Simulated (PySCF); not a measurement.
Ge(H)2(Vi)(OMe), C3H8GeO, SMILES [CH]([GeH2][O]C)=C at its B3LYP/def2-SVP optimised geometry (Å):

```
13

Ge    -0.6652    -1.2431     0.0000
C      1.2745    -1.2431     0.0000
C      1.9980    -1.8182    -0.9677
O     -1.1626     0.4819     0.0000
C     -2.5201     0.8429     0.0647
H     -1.1998    -1.9429    -1.2747
H     -1.2657    -1.9015     1.2687
H      1.7890    -0.7538     0.8363
H      3.0943    -1.8192    -0.9508
H      1.5318    -2.3144    -1.8269
H     -3.0943     0.5075    -0.8229
H     -2.5886     1.9429     0.1084
H     -3.0288     0.4399     0.9644
```

Computed with B3LYP/def2-TZVP run with PySCF.

Map of the deformation density (molecule minus spherical neutral atoms) (e/bohr³) on the plane z = 1.0 Å:

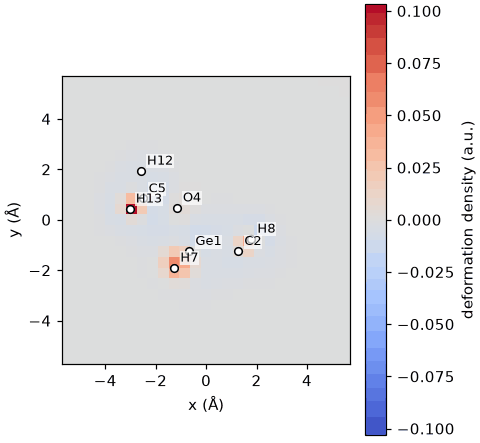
Figure: Deformation density (molecule minus spherical neutral atoms) (e/bohr³) on the plane z = 1.0 Å.
